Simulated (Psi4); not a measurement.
# [BF2]+ (SMILES F[B+]F): TPSS/cc-pVTZ

What is the vertical singlet–triplet gap of [BF2]+ at TPSS/cc-pVTZ? 

Program for the calculation: Psi4 1.11.

1 further run of the same task is left out (it didn't finish).

### 1 Starting point

[BF2]+ has 3 atoms, charge +1, and is taken as a singlet. As SMILES, `F[B+]F`. The shape is that of a PBE0-D4/def2-TZVP optimisation.

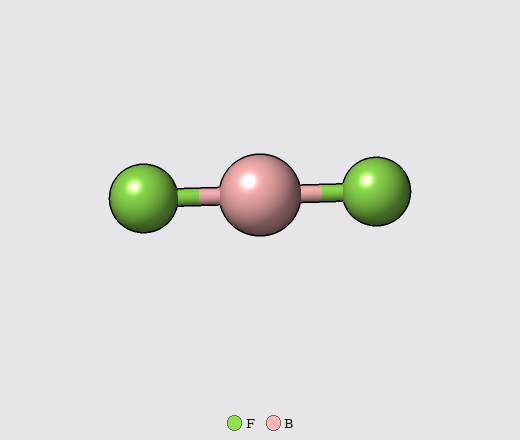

Viewed from a chosen angle; fluorine green, boron pink.

### 2 Energy and gradient at TPSS/cc-pVTZ

Contents of job.json:

```json
{
 "schema_name": "qcschema_input",
 "schema_version": 1,
 "molecule": {
  "schema_name": "qcschema_molecule",
  "schema_version": 2,
  "symbols": ["F", "B", "F"],
  "geometry": [0.6230616, 2.15527044, 0.58146873, 0.0, 0.0, 0.0, -0.6230805, -2.15527044, -0.58146873],
  "molecular_charge": 1,
  "molecular_multiplicity": 1,
  "fix_symmetry": "c1"
 },
 "driver": "gradient",
 "model": {
  "method": "tpss",
  "basis": "cc-pVTZ"
 },
 "keywords": {
  "puream": true,
  "e_convergence": 1e-09,
  "d_convergence": 1e-08,
  "scf_type": "pk",
  "dft_radial_points": 99,
  "dft_spherical_points": 590,
  "scf_properties": ["QUADRUPOLE", "WIBERG_LOWDIN_INDICES", "MULLIKEN_CHARGES"]
 }
}
```

Command:

```
$ psi4 --qcschema job.json -n 1 --memory 2200MB
```

stdout:

```text
[...]
  Running in c1 symmetry.
[...]
  Nuclear repulsion =   56.306969289983982
[...]
  Multiplicity = 1
[...]
  Nalpha       = 11
  Nbeta        = 11
[...]
    Number of basis functions: 90
[...]
   @RKS iter   1:  -224.31311362975583    6.07349e-02   4.67345e-03 ADIIS/DIIS
[...]
   @RKS iter   9:  -224.35775521709911   -2.56364e-11   2.73871e-09 DIIS
[...]
    Orbital Energies [Eh]
    ---------------------
    Doubly Occupied:
       1A    -24.823195     2A    -24.823193     3A     -7.114397
       4A     -1.554976     5A     -1.547820     6A     -0.876032
       7A     -0.867503     8A     -0.812968     9A     -0.812968
      10A     -0.760040    11A     -0.760040
[...]
  @RKS Final Energy:  -224.35775521709911
   => Energetics <=
    Nuclear Repulsion Energy =             56.3069692899839822
    One-Electron Energy =                -414.9129095034913917
    Two-Electron Energy =                 158.9793897641499711
    DFT Exchange-Correlation Energy =     -24.7312047677416338
    Empirical Dispersion Energy =           0.0000000000000000
    VV10 Nonlocal Energy =                  0.0000000000000000
    Total Energy =                       -224.3577552170991112
[...]
 Multipole Moments:
 ------------------------------------------------------------------------------------
     Multipole            Electronic (a.u.)      Nuclear  (a.u.)        Total (a.u.)
 ------------------------------------------------------------------------------------
 L = 1.  Multiply by 2.5417464519 to convert [e a0] to [Debye]
 Dipole X            :          0.0000111           -0.0000015            0.0000096
 Dipole Y            :          0.0000008           -0.0000001            0.0000007
 Dipole Z            :          0.0000052           -0.0000004            0.0000048
 Magnitude           :                                                    0.0000107
 L = 2.  Multiply by 1.3450342976 to convert [e a0^2] to [Debye ang]
 Quadrupole XX       :         -8.5307503            0.0000000           -8.5307503
 Quadrupole XY       :         -0.0000000            0.0000000            0.0000000
[...]
  Mulliken Charges: (a.u.)
   Center  Symbol    Alpha    Beta     Spin     Total
       1     F     4.44869  4.44869  0.00000  0.10263
       2     B     2.10262  2.10262  0.00000  0.79475
       3     F     4.44869  4.44869  0.00000  0.10262
   Total alpha = 11.00000, Total beta = 11.00000, Total charge =  1.00000
  Wiberg Bond Indices using Orthogonal Lowdin Orbitals:
[...]
  -Total Gradient:
     Atom            X                  Y                   Z
    ------   -----------------  -----------------  -----------------
       1       -0.000000299036    -0.000000021687    -0.014199857055
       2        0.000000488177     0.000000035407     0.000003606334
       3       -0.000000187823    -0.000000013624     0.014196249920
[...]
```

The result, in JSON:

```text
{
 "driver": "gradient",
 "model": {
  "method": "tpss",
  "basis": "cc-pVTZ"
 },
 "success": true,
 "return_result": [-2.990363488357746e-07, -2.1687392872712485e-08, -0.014199857055497533, 4.881771940072488e-07, 3.5406780722101083e-08, 3.6063344491309395e-06, -1.878226702106787e-07, -1.3623855510615648e-08, 0.014196249920081505],
 "properties": {
  "calcinfo_nbasis": 90,
  "calcinfo_nmo": 90,
  "calcinfo_nalpha": 11,
  "calcinfo_nbeta": 11,
  "calcinfo_natom": 3,
  "nuclear_repulsion_energy": 56.30696928998398,
  "return_energy": -224.3577552170991,
  "return_gradient": [-2.990363488357746e-07, -2.1687392872712485e-08, -0.014199857055497533, 4.881771940072488e-07, 3.5406780722101083e-08, 3.6063344491309395e-06, -1.878226702106787e-07, -1.3623855510615648e-08, 0.014196249920081505],
  "scf_one_electron_energy": -414.9129095034914,
  "scf_two_electron_energy": 158.97938976414997,
  "scf_xc_energy": -24.731204767741634,
  "scf_dipole_moment": [9.567098868966288e-06, 6.938845718961132e-07, 4.789780805536381e-06],
  "scf_total_energy": -224.3577552170991,
  "scf_total_gradient": [-2.990363488357746e-07, -2.1687392872712485e-08, -0.014199857055497533, 4.881771940072488e-07, 3.5406780722101083e-08, 3.6063344491309395e-06, -1.878226702106787e-07, -1.3623855510615648e-08, 0.014196249920081505],
  "scf_iterations": 9
 }
}
```

Wall time 36 s (1 thread of Intel Xeon at 2.50GHz (Skylake/Cascade Lake), shared host); peak memory 1.3 GiB.

### 3 The triplet, same level

Contents of run.py:

```python
import psi4

psi4.set_memory('2200 MB')
psi4.set_num_threads(1)
psi4.set_output_file('output.dat', False)

m = psi4.geometry("""
1 3
F      0.329710     1.140520     0.307700
B      0.000000     0.000000     0.000000
F     -0.329720    -1.140520    -0.307700
symmetry c1
""")

psi4.set_options({
    'basis': 'cc-pVTZ',
    'reference': 'uks',
    'puream': True,
    'e_convergence': 1e-09,
    'd_convergence': 1e-08,
    'scf_type': 'pk',
    'dft_radial_points': 99,
    'dft_spherical_points': 590,
    'maxiter': 100,
})

E, wfn = psi4.gradient('tpss', molecule=m, return_wfn=True)
print('gradient / Eh bohr^-1')
print(E.np.round(6))
print(f'energy = {wfn.energy():.10f} Eh')
```

Command:

```
$ python run.py
```

output.dat:

```text
[...]
  Running in c1 symmetry.
[...]
  Nuclear repulsion =   56.306969287117830
[...]
  Multiplicity = 3
[...]
  Nalpha       = 12
  Nbeta        = 10
[...]
    Number of basis functions: 90
[...]
   @UKS iter   1:  -223.94451859465394    4.29330e-01   1.98464e-03 ADIIS/DIIS
[...]
   @UKS iter  16:  -223.95352813058392   -8.58336e-12   6.30760e-09 DIIS
[...]
   @S^2 Observed:                2.003424336E+00
[...]
    Orbital Energies [Eh]
    ---------------------
    Alpha Occupied:
       1A    -24.921624     2A    -24.921622     3A     -7.117325
       4A     -1.640627     5A     -1.633945     6A     -0.950395
       7A     -0.943268     8A     -0.919801     9A     -0.880384
      10A     -0.877026    11A     -0.831468    12A     -0.399874
    Alpha Virtual:
      13A     -0.397185    14A     -0.382219    15A     -0.116166
      16A     -0.094839    17A     -0.090702    18A     -0.046714
      19A      0.042567    20A      0.042627    21A      0.246430
      22A      0.263937    23A      0.304533    24A      0.305857
      25A      0.450535    26A      0.491621    27A      0.508875
[...]
  @UKS Final Energy:  -223.95352813058392
   => Energetics <=
    Nuclear Repulsion Energy =             56.3069692871178304
    One-Electron Energy =                -413.1995947943504461
    Two-Electron Energy =                 157.5526542267124057
    DFT Exchange-Correlation Energy =     -24.6135568500637412
    Empirical Dispersion Energy =           0.0000000000000000
    VV10 Nonlocal Energy =                  0.0000000000000000
    Total Energy =                       -223.9535281305839192
[...]
 Multipole Moments:
 ------------------------------------------------------------------------------------
     Multipole            Electronic (a.u.)      Nuclear  (a.u.)        Total (a.u.)
 ------------------------------------------------------------------------------------
 L = 1.  Multiply by 2.5417464519 to convert [e a0] to [Debye]
 Dipole X            :         -0.0003982           -0.0000015           -0.0003997
 Dipole Y            :         -0.0000644           -0.0000001           -0.0000645
 Dipole Z            :         -0.0000046           -0.0000004           -0.0000050
 Magnitude           :                                                    0.0004049
[...]
  -Total Gradient:
     Atom            X                  Y                   Z
    ------   -----------------  -----------------  -----------------
       1        0.000041350509     0.000006573997    -0.188358953861
       2       -0.000084173821    -0.000013254716     0.000000513858
       3        0.000042825776     0.000006680983     0.188358439300
[...]
```

The script printed:

```text
gradient / Eh bohr^-1
[[ 4.10000e-05  7.00000e-06 -1.88359e-01]
 [-8.40000e-05 -1.30000e-05  1.00000e-06]
 [ 4.30000e-05  7.00000e-06  1.88358e-01]]
energy = -223.9535281306 Eh
```

Wall time 83 s (1 thread of Intel Xeon at 2.50GHz (Skylake/Cascade Lake), shared host); peak memory 1.3 GiB.

### 4 Summary of results

Level: TPSS/cc-pVTZ.

```
                                        quantity          value
                           singlet: total energy  -224.35776 Eh
                            singlet: HOMO energy      -20.68 eV
                            singlet: LUMO energy       -9.23 eV
                          singlet: HOMO–LUMO gap       11.46 eV
               singlet: largest force on an atom     0.730 eV/Å
                           triplet: total energy  -223.95353 Eh
     triplet: HOMO energy (highest over α and β)      -10.88 eV
                                   triplet: ⟨S²⟩          2.003
               triplet: largest force on an atom     9.686 eV/Å
vertical energy of the triplet above the singlet      11.000 eV
```

**Reading.** At this shape the triplet lies 11.00 eV (1061 kJ/mol) above the singlet. The largest force (singlet) is 0.73 eV/Å: the shape isn't a stationary point for this species at this level. Mulliken charges (singlet) run from +0.10 on F3 to +0.79 on B2.
